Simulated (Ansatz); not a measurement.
# CH4AlNS: rotation by 180° about the N2–Al3 bond, part 2 of 2

Aim: the minimum-energy path and barrier of the rotation by 180° about the N2–Al3 bond. The ends are relaxed first, then joined by a nudged elastic band. SMILES of the start: C=[N][AlH][SH].

Ansatz 0.2.0; RKS r2SCAN-D4/STO-3G.

## (7) The band, image by image

The 5 inner images lie between the fixed ends 0 and 6. Energy is taken from image 0, and the path length is the program's own coordinate along the band.

| image | path (Å) | energy (eV) | dihedral C1–N2–Al3–S4 (°) | band force (eV/Å) |
| --- | --- | --- | --- | --- |
| 0 | 0.000 | 0.0000 | 94 | - |
| 1 | 0.787 | 0.0370 | 124 | 0.006 |
| 2 | 1.574 | 0.0845 | 151 | 0.011 |
| 3* | 2.361 | 0.0944 | -178 | 0.007 |
| 4 | 3.124 | 0.0817 | -149 | 0.017 |
| 5 | 3.886 | 0.0334 | -122 | 0.026 |
| 6 | 4.649 | 0.0000 | -93 | - |

The star marks the climbing image.

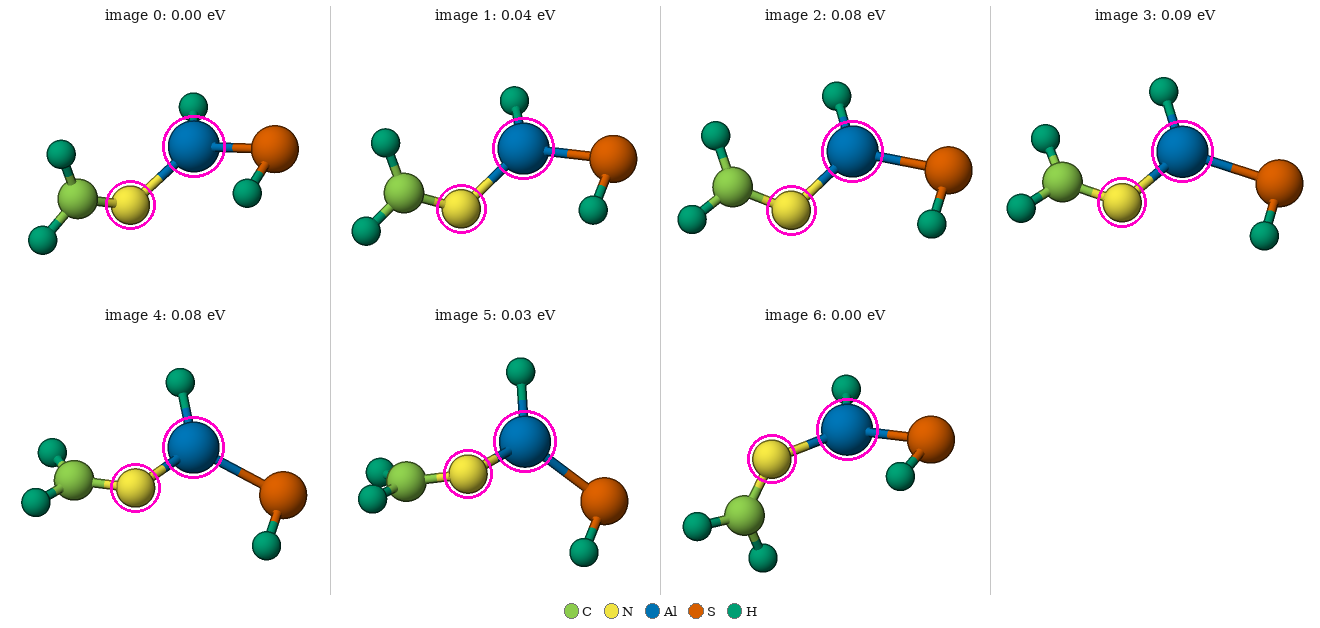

The images of the last band, seen from a chosen angle. Ringed: N2, Al3. Sticks join atoms closer than a bonding distance in each image.

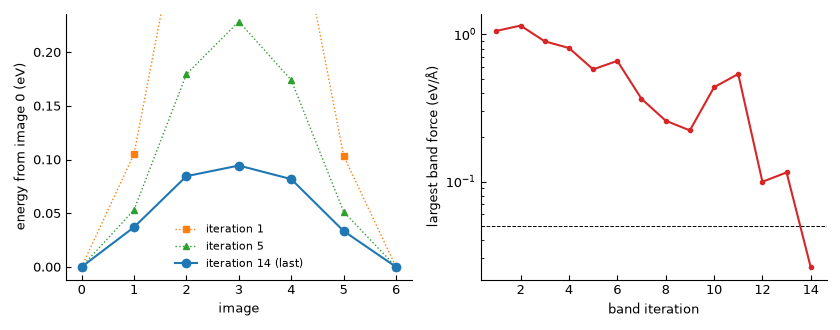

Left: energy of each image for early iterations and the last one (lines only join the points; early values far above the last band run off the scale). Right: the largest band force by iteration, with the threshold dashed.

How the highest energy settled:

```
iteration  highest image above image 0 (eV)  largest band force (eV/Å)
        1                            0.5412                      1.054
        3                            0.3588                      0.895
        5                            0.2285                      0.578
        7                            0.1399                      0.364
        9                            0.1060                      0.222
       11                            0.0974                      0.537
       13                            0.0944                      0.115
       14                            0.0944                      0.026
```

Positions of all images (Å):

```xyz
8
image=0 dE=0.0000
C    -0.340    1.563    0.259
N    -0.747    0.437   -0.214
Al    0.215   -0.941   -0.851
S     0.673   -2.474    0.507
H     0.721    1.906    0.360
H    -1.063    2.326    0.627
H     0.438   -1.078   -2.324
H     0.196   -1.796    1.581
8
image=1 dE=0.0370
C    -0.238    1.632    0.184
N    -0.720    0.444    0.032
Al    0.235   -0.918   -0.695
S     0.429   -2.649    0.469
H     0.800    1.979   -0.048
H    -0.871    2.456    0.587
H     0.675   -0.877   -2.125
H    -0.217   -2.124    1.541
8
image=2 dE=0.0845
C    -0.115    1.656    0.156
N    -0.621    0.473    0.328
Al    0.230   -0.887   -0.567
S     0.110   -2.768    0.338
H     0.778    1.936   -0.457
H    -0.579    2.543    0.645
H     0.890   -0.696   -1.899
H    -0.601   -2.312    1.401
8
image=3 dE=0.0944
C     0.014    1.661    0.194
N    -0.320    0.480    0.624
Al    0.260   -0.875   -0.484
S    -0.291   -2.806    0.095
H     0.587    1.913   -0.734
H    -0.273    2.571    0.768
H     1.075   -0.619   -1.716
H    -0.959   -2.381    1.198
8
image=4 dE=0.0817
C     0.097    1.638    0.297
N     0.057    0.419    0.739
Al    0.344   -0.900   -0.505
S    -0.661   -2.700   -0.153
H     0.269    1.980   -0.754
H    -0.047    2.495    0.994
H     1.307   -0.748   -1.642
H    -1.275   -2.241    0.967
8
image=5 dE=0.0334
C     0.120    1.602    0.419
N     0.348    0.362    0.700
Al    0.448   -0.936   -0.563
S    -0.887   -2.540   -0.378
H    -0.093    2.040   -0.588
H     0.124    2.378    1.218
H     1.571   -0.955   -1.553
H    -1.537   -2.009    0.688
8
image=6 dE=0.0000
C    -0.739    1.423    0.215
N     0.360    0.822   -0.080
Al    0.616   -0.801   -0.807
S     0.901   -2.394    0.531
H    -1.778    1.036    0.063
H    -0.732    2.440    0.671
H     0.865   -0.931   -2.276
H     0.599   -1.653    1.628
```

## (8) Frequencies at the highest image

The geometry is the highest inner image of the first converged band.

Contents of input.yaml:

```yaml
crystal:
  periodic: [false, false, false]
  atoms:
    - { symbol: C, position_ang: [0.013655, 1.66112, 0.193683] }
    - { symbol: "N", position_ang: [-0.320384, 0.479804, 0.624192] }
    - { symbol: Al, position_ang: [0.259657, -0.874761, -0.48381] }
    - { symbol: S, position_ang: [-0.291294, -2.806244, 0.09498] }
    - { symbol: H, position_ang: [0.587389, 1.913053, -0.734421] }
    - { symbol: H, position_ang: [-0.272719, 2.570764, 0.768017] }
    - { symbol: H, position_ang: [1.075116, -0.619312, -1.716256] }
    - { symbol: H, position_ang: [-0.959219, -2.381424, 1.197714] }
basis:
  gaussian: { orbitals: STO-3G }
hamiltonian:
  xc: r2scan
  dispersion: d4
phonons: {}
```

Started as:

```bash
$ ansatz run input.yaml --threads 1 --pin off --max-ram 2048MiB --backend cpu --events-out ev --progress --plain --runs-dir out
```

What it wrote, cut to the lines that bear on the results:

```text
Warning: RAYON_NUM_THREADS=1 ignored (pool sized by the plan → 1); use --threads N
[...]
Functional definition: r2SCAN
[...]
427 factors; integrals over basis functions are off by at most 9.8e-6 eV
[...]
mean field -19790.43638171 eV, -727.2851225881 hartree, gradient 3.5e-6 eV, S^2 0.000000; 0 other end points of the search recorded, 0 dependent functions left out
[...]
reference -19790.43638739 eV, -727.2851227971 hartree; 23, 23 occupied and 9, 9 virtual orbitals, 427 factors
[...]
427 factors; integrals over basis functions are off by at most 9.8e-6 eV
[...]
mean field -19790.43628541 eV, -727.2851190493 hartree, gradient 1.3e-6 eV, S^2 0.000000; 0 other end points of the search recorded, 0 dependent functions left out
[...]
reference -19790.43629109 eV, -727.2851192582 hartree; 23, 23 occupied and 9, 9 virtual orbitals, 427 factors
[...]
427 factors; integrals over basis functions are off by at most 9.8e-6 eV
[...]
WARN: phonons: modes at or below zero, which the zero-point energy, F, S and C_V leave out: 1, the lowest at -38.64 cm⁻¹. A minimum has none, and a first-order saddle one
[...]
Total energy: -19790.47550701 eV, -727.2865604164 hartree
Atom 0 at     0.013655     1.661120     0.193683 Å, force    -0.002823    -0.002045     0.007222 eV/Å
Atom 1 at    -0.320384     0.479804     0.624192 Å, force     0.001443    -0.001646    -0.001124 eV/Å
Atom 2 at     0.259657    -0.874761    -0.483810 Å, force     0.000133     0.000360    -0.001180 eV/Å
Atom 3 at    -0.291294    -2.806244     0.094980 Å, force    -0.001552     0.002599    -0.000278 eV/Å
Atom 4 at     0.587389     1.913053    -0.734421 Å, force     0.002369     0.000427    -0.005846 eV/Å
Atom 5 at    -0.272719     2.570764     0.768017 Å, force    -0.000546     0.001460    -0.001041 eV/Å
Atom 6 at     1.075116    -0.619312    -1.716256 Å, force     0.000164     0.000266     0.001842 eV/Å
Atom 7 at    -0.959219    -2.381424     1.197714 Å, force     0.000812    -0.001421     0.000406 eV/Å
Dipole moment:     0.102436     0.058664    -0.165664 e Å
Vibrations: -38.64 144.40 300.69 319.99 481.40 606.45 612.32 727.14 772.56 903.73 1088.40 1277.55 1621.09 1802.79 2494.19 2970.57 3162.85 3315.91 cm⁻¹, zero-point energy 1.401147 eV
```

Run time: 78 s. Hardware: 1 thread of Arm Neoverse V1, shared host; peak memory 0.11 GiB.

Of 18 modes, 1 is imaginary by more than 30 cm⁻¹ (39i cm⁻¹).

## (9) Another band, settings changed

crystal.atoms is end A as relaxed above, and neb.final_atoms is end B, turned to lie on A. With 4 inner images the band has 6 in all.

Contents of input.yaml:

```yaml
crystal:
  periodic: [false, false, false]
  atoms:
    - { symbol: C, position_ang: [-0.339763, 1.56295, 0.258924] }
    - { symbol: "N", position_ang: [-0.747342, 0.437289, -0.21417] }
    - { symbol: Al, position_ang: [0.215262, -0.941089, -0.85127] }
    - { symbol: S, position_ang: [0.672656, -2.474433, 0.506596] }
    - { symbol: H, position_ang: [0.720661, 1.905617, 0.359575] }
    - { symbol: H, position_ang: [-1.063462, 2.325849, 0.62715] }
    - { symbol: H, position_ang: [0.438485, -1.077506, -2.323793] }
    - { symbol: H, position_ang: [0.195703, -1.795678, 1.581088] }
basis:
  gaussian: { orbitals: STO-3G }
hamiltonian:
  xc: r2scan
  dispersion: d4
neb:
  order_check: false
  images: 4
  f_tol: 0.05
  max_iterations: 60
  initial_path: idpp
  climbing: false
  final_atoms:
    - { symbol: C, position_ang: [-0.34943196, 1.56003164, 0.26129572] }
    - { symbol: "N", position_ang: [0.53678753, 0.71553369, -0.13623894] }
    - { symbol: Al, position_ang: [0.31908962, -0.91962168, -0.84887916] }
    - { symbol: S, position_ang: [0.36298182, -2.53860946, 0.48659686] }
    - { symbol: H, position_ang: [-1.46073443, 1.43263371, 0.23106501] }
    - { symbol: H, position_ang: [-0.0512692, 2.54417737, 0.69089958] }
    - { symbol: H, position_ang: [0.36699615, -1.09995587, -2.33279804] }
    - { symbol: H, position_ang: [0.36778047, -1.7511904, 1.59215896] }
```

Started as:

```bash
$ ansatz run input.yaml --threads 1 --pin off --max-ram 2048MiB --backend cpu --events-out ev --progress --plain --runs-dir out
```

What it wrote, cut to the lines that bear on the results:

```text
Warning: RAYON_NUM_THREADS=1 ignored (pool sized by the plan → 1); use --threads N
[...]
Functional definition: r2SCAN
[...]
425 factors; integrals over basis functions are off by at most 1.8e-5 eV
[...]
mean field -19790.53011427 eV, -727.2885671962 hartree, gradient 3.0e-5 eV, S^2 0.000000; 0 other end points of the search recorded, 0 dependent functions left out
[...]
reference -19790.53012018 eV, -727.2885674134 hartree; 23, 23 occupied and 9, 9 virtual orbitals, 425 factors
426 factors; integrals over basis functions are off by at most 1.7e-5 eV
[...]
mean field -19790.53013034 eV, -727.2885677868 hartree, gradient 3.0e-5 eV, S^2 0.000000; 0 other end points of the search recorded, 0 dependent functions left out
[...]
reference -19790.53013625 eV, -727.2885680040 hartree; 23, 23 occupied and 9, 9 virtual orbitals, 426 factors
[...]
NEB iter  14: max|band force component| = 2.107e-2 eV/Å  barrier→ = 0.0913 eV  barrier← = 0.0914 eV  Δτ_max = 0.0000 Å  (172 SCF iters)
Total energy: -19790.47861841 eV, -727.2866747584 hartree
Atom 0 at    -0.060422     1.659615     0.163403 Å, force    -0.003794     0.001877     0.003917 eV/Å
Atom 1 at    -0.537909     0.483296     0.443376 Å, force    -0.003234     0.001101    -0.008892 eV/Å
Atom 2 at     0.224692    -0.878514    -0.533394 Å, force    -0.004364    -0.000608    -0.000930 eV/Å
Atom 3 at    -0.032966    -2.796030     0.258702 Å, force     0.004169     0.000299     0.002442 eV/Å
Atom 4 at     0.736872     1.915373    -0.580076 Å, force     0.010556    -0.002511     0.005281 eV/Å
Atom 5 at    -0.446839     2.562881     0.687118 Å, force    -0.001393    -0.000168    -0.001147 eV/Å
Atom 6 at     0.943495    -0.648210    -1.828915 Å, force    -0.004824    -0.000046    -0.001318 eV/Å
Atom 7 at    -0.734724    -2.355413     1.333887 Å, force     0.002884     0.000055     0.000648 eV/Å
Dipole moment:     0.148184     0.060289    -0.129521 e Å
this run last wrote the band of iteration 14 to <dir>
```

It took 2.3 min on 1 thread of Arm Neoverse V1, shared host; peak memory 0.11 GiB.

## (10) The band, image by image

Images 0 and 5 are the ends. Energies count from image 0; the path length is the program's own measure over all atoms.

| image | path (Å) | energy (eV) | dihedral C1–N2–Al3–S4 (°) | band force (eV/Å) |
| --- | --- | --- | --- | --- |
| 0 | 0.000 | 0.0000 | 94 | - |
| 1 | 0.925 | 0.0476 | 129 | 0.012 |
| 2 | 1.850 | 0.0913 | 161 | 0.004 |
| 3 | 2.775 | 0.0909 | -161 | 0.003 |
| 4 | 3.701 | 0.0458 | -128 | 0.021 |
| 5 | 4.626 | 0.0000 | -93 | - |

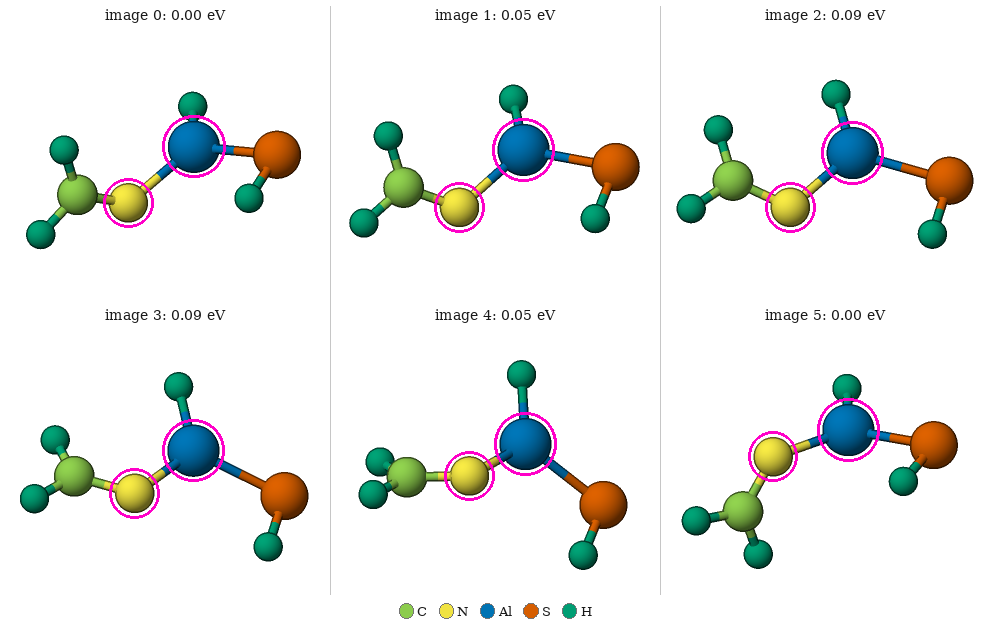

Snapshots along the band, viewed from a chosen angle. Ringed: N2, Al3. Sticks join atoms closer than a bonding distance in each image.

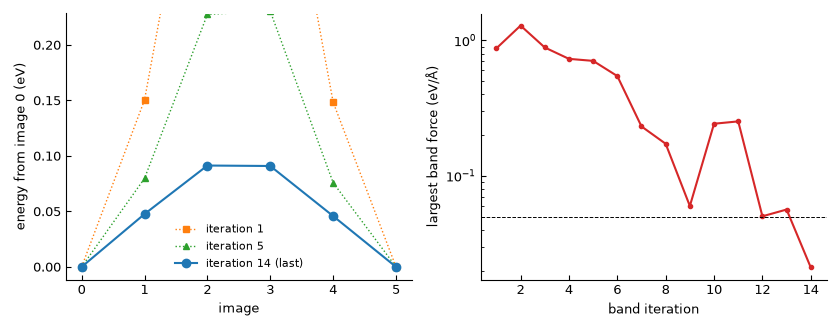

Left: energy of each image for early iterations and the last one (lines only join the points; early values far above the last band run off the scale). Right: the largest band force by iteration, with the threshold dashed.

## (11) What came out

What follows sums up all 2 parts.

| quantity | value |
| --- | --- |
| end A | 26 moves, 1.127 eV lower |
| end B | 21 moves, 1.061 eV lower |
| first band: barrier forwards | 0.094 eV |
| first band: barrier backwards | 0.094 eV |
| first band: second end relative to first | 0.000 eV |
| first band: highest image | 3 of 0 to 6, climbing |
| first band: band iterations | 14 |
| imaginary modes at the top | 39i cm⁻¹ |
| second band | top 0.091 eV above image 0, 14 iterations, 4 inner images, none climbing |
| time, first and second band | 3 min and 2.3 min |

What this shows: In the first band: the barrier from the first end is 0.094 eV, 4 times kT at 300 K, which at an assumed attempt frequency of 10^13 s⁻¹ means a rate near 10^11 s⁻¹. The two ends lie within 1 meV of each other. The listed dihedral goes from 94° at end A through -178° at the highest image to -93° at end B. One imaginary mode, as a first-order saddle point has. The second band's top lies 3 meV below the first's, as a band that doesn't climb stops under the top. Zero-point energy and entropy are left out. The basis is very small, so the numbers are rough.
